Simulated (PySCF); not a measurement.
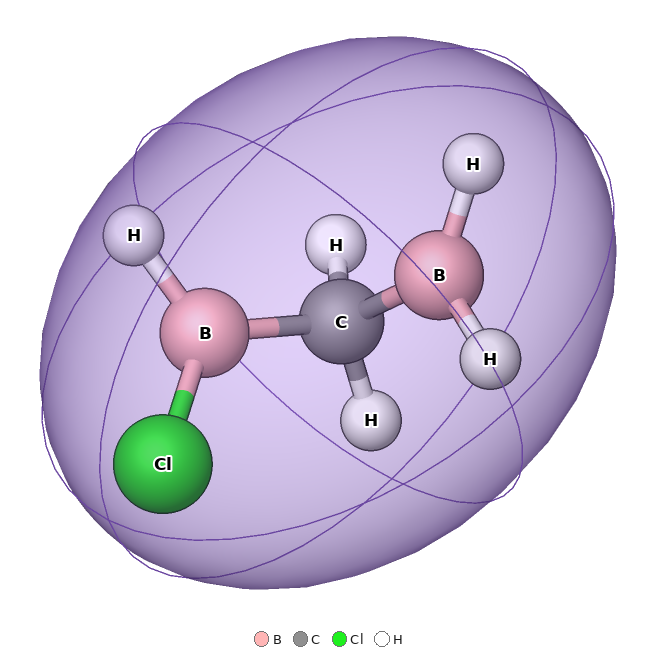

The ellipsoid shows the static dipole polarisability: its half-axes are proportional to the principal values. Geometry: a frame of a GFN2-xTB molecular-dynamics simulation, not a minimum. Level of theory: PBE0/def2-SVPD (PySCF 2.14.0).

How large and how anisotropic is the polarisability?

Principal values 46.7, 51.5, 63.4 bohr³; mean 53.9 bohr³ (7.98 Å³); anisotropy 14.9 bohr³, so the longest axis is 1.36 times the shortest.
